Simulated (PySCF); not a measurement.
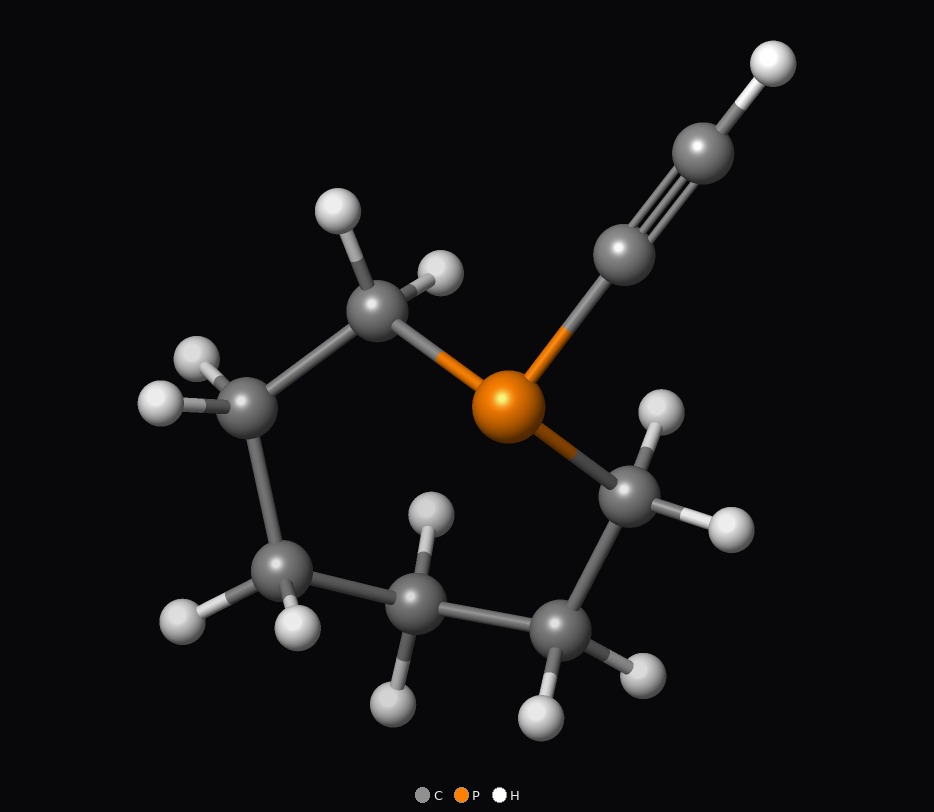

Ball-and-stick drawing of a structure.

The computed structure is the end point of a PBE0-D3(BJ)/def2-SVP optimisation. No frequency run is at hand to confirm it as a minimum.

Question: What is the molecular formula?

Answer: C₈H₁₃P, 22 atoms: 8 carbon, 13 hydrogen and 1 phosphorus.

Question: Write the SMILES.

Answer: C#CP1CCCCCC1

The parts below concern this one geometry. Atoms keep their numbers from picture to picture.

**Symmetry**

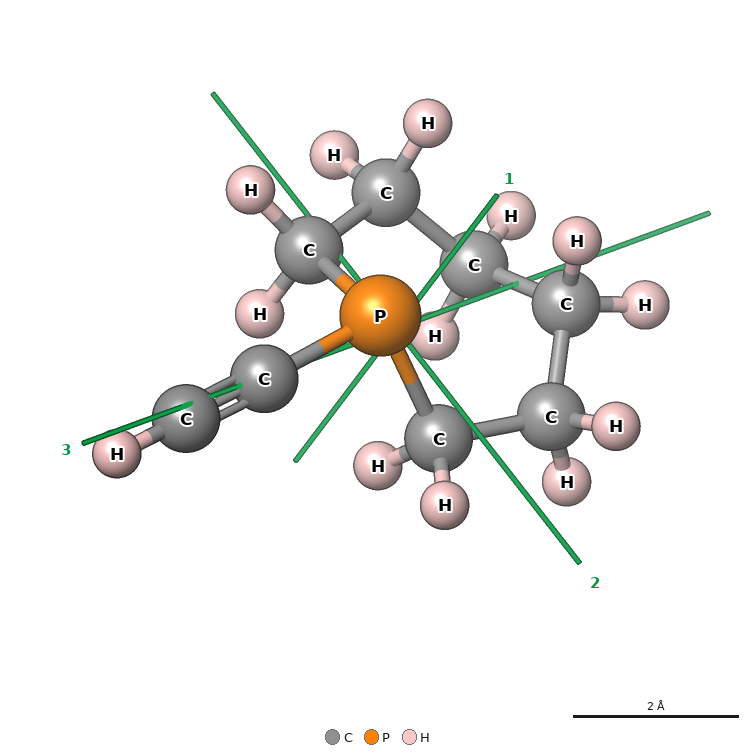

The three principal axes of inertia are drawn and numbered. Depth is shown by fading: the farther an atom, the more it takes the colour of the background. No frequency run is at hand to confirm it as a minimum. Masses are those of the most abundant isotopes; constants are for the rigid equilibrium geometry.

Question: Which line is the a axis (least moment of inertia), which b and which c?

Answer: a is line 3, b is line 2, c is line 1; the moments are 204, 514, 650 u Å².

Question: What kind of rotor is it, and what are its rotational constants in cm⁻¹?

Answer: An asymmetric top (C1): A = 0.0827, B = 0.0328, C = 0.0259 cm⁻¹. Ray's parameter κ is −0.76, nearer the prolate limit.

**Excitation**

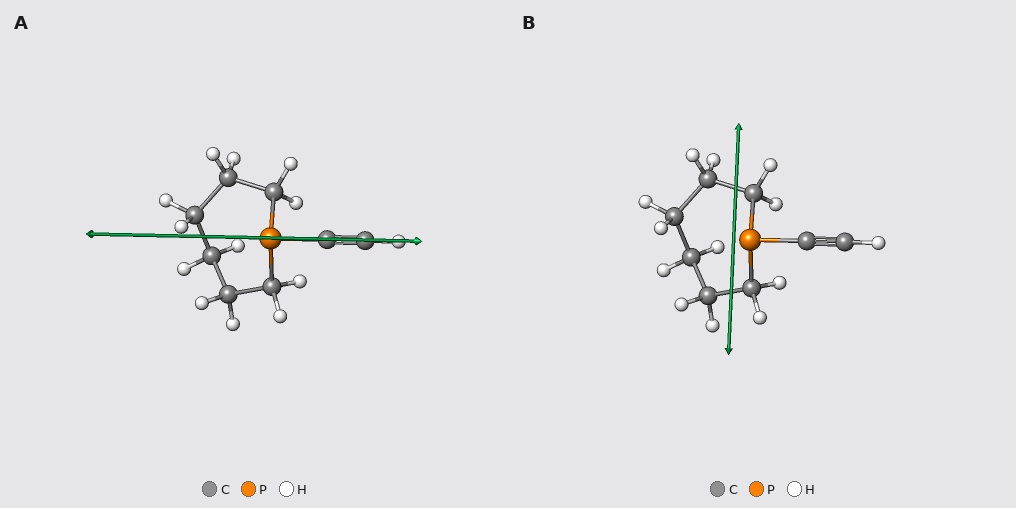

The double arrows show the directions of two transition dipoles from the ground state (lengths mean nothing). No frequency run is at hand to confirm it as a minimum. Method: TDDFT CAM-B3LYP/def2-SVPD, vertical, gas phase, core orbitals frozen in the response (PySCF 2.14.0).

Question: One belongs to singlet state 1 and one to singlet state 9. Which is which?

Answer: A: state 9, 7.30 eV (170 nm), oscillator strength 0.20, of mixed character, with the largest part HOMO → LUMO+2 (weight 0.34).
B: state 1, 5.30 eV (234 nm), oscillator strength 0.015, mainly HOMO → LUMO+1 (weight 0.59).

**Ring current**

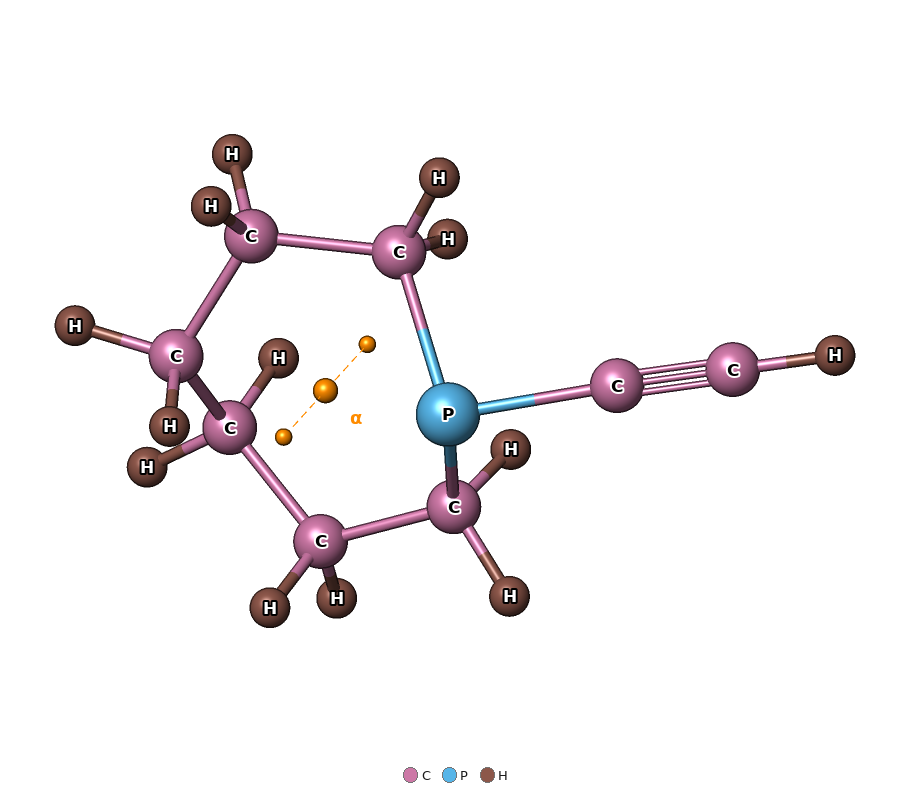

The small points mark where nucleus-independent chemical shifts (NICS) were computed: at the centre of each lettered ring and 1 Å above and below it. No frequency run is at hand to confirm it as a minimum. Properties computed with GIAO PBE0/pcSseg-1 NMR shielding, non-relativistic, IEF-PCM dichloromethane (PySCF 2.14.0).

Give NICS(0), NICS(1) and the out-of-plane component NICS(1)zz for each ring (means of the two sides).

| ring | members | NICS(0) | NICS(1) | NICS(1)zz |
| --- | --- | --- | --- | --- |
| α | C6P | −3.7 | −3.0 | 3.3 |

Values in ppm.

Question: What do the values say about the ring currents?

Answer: Ring α: weak, as in a non-aromatic ring. NICS is one index among several.

**NMR shielding**

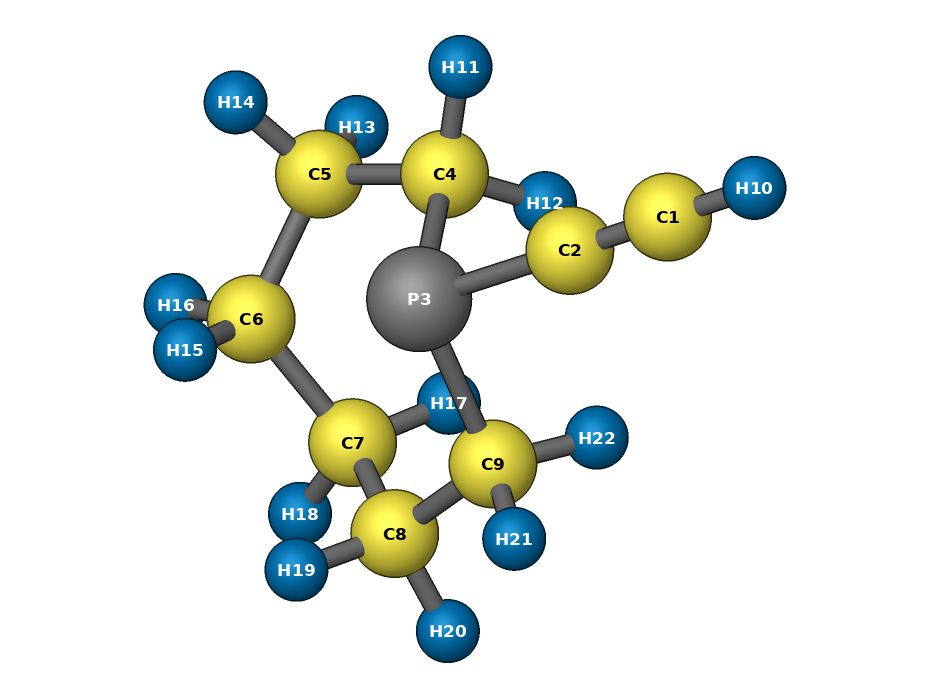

No frequency run is at hand to confirm it as a minimum. Properties computed with GIAO PBE0/pcSseg-1 NMR shielding, non-relativistic, IEF-PCM dichloromethane (PySCF 2.14.0). Principal shieldings σ11 ≤ σ22 ≤ σ33, span Ω = σ33 − σ11, skew κ = 3(σiso − σ22)/Ω.

Question: Which C atom has the most anisotropic shielding?

Answer: C2, with a span of 312 ppm.

Give the shielding tensors of the C atoms.

```
atom    σ11    σ22    σ33   σiso      Ω      κ
  C1    7.3   15.9  224.4   82.5  217.0   0.92
  C2  −12.2   −5.2  299.9   94.2  312.0   0.96
  C4  129.4  150.5  171.8  150.6   42.5   0.01
  C5  149.1  160.6  164.1  157.9   14.9  −0.53
  C6  143.9  150.7  168.8  154.5   24.9   0.45
  C7  147.4  158.6  165.3  157.1   17.9  −0.25
  C8  145.7  151.7  160.5  152.6   14.8   0.19
  C9  136.1  145.5  158.4  146.7   22.2   0.16
```

Shieldings and span in ppm.
